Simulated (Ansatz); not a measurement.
**Redistribution: C2BrF3 + C2H3F2I → C2F3I + C2H3BrF2**

Gas-phase species: C2BrF3 `FC(F)=C(F)Br`, singlet; C2H3F2I `FCC(F)I`, singlet; C2F3I (trifluoroiodoethylene) `FC(F)=C(F)I`, singlet; C2H3BrF2 `FCC(F)Br`, singlet. The partners trade Br for I; both sit on C, so the bond types are kept.

Shapes, held fixed at every level: PBE0-D4/def2-TZVP. Flexible molecules stand in one conformer, not always the lowest. Programs: Ansatz 0.2.0. Electronic energies: no zero-point or thermal term.

```tsv
level	kind	ΔE (kJ/mol)	less CCSD(T)/def2-TZVPP
HF/def2-TZVPP	Hartree–Fock	-5.1	-3.6
r2SCAN-D4/def2-TZVPP	meta-GGA	+1.2	+2.7
B3LYP-D4/def2-TZVPP	global hybrid	-0.5	+1.0
PBE0-D4/def2-TZVPP	global hybrid	+0.6	+2.1
MP2/def2-TZVPP	perturbation theory	0.0	+1.5
CCSD/def2-TZVPP	coupled cluster or CI	-2.3	-0.8
CCSD(T)/def2-TZVPP	coupled cluster or CI	-1.5	0.0
```

The highest level, CCSD(T)/def2-TZVPP, gives ΔE = -1.5 kJ/mol; the levels span -5.1 to +1.2. That is about zero within the method's error. They disagree on the sign: 2 of 7 are positive. The column of differences is taken from that level and isn't an error. No measured value is set beside it here. For atoms past krypton def2 sets carry core potentials with scalar relativity. Relativity is left out for Br. Outer-core shells of Br, I are correlated, in sets that cover them unevenly.

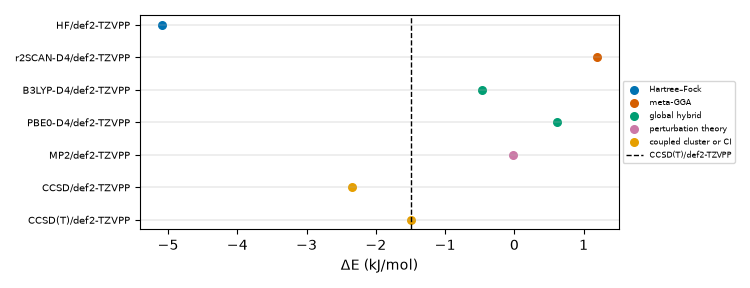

The values of the table, level by level.
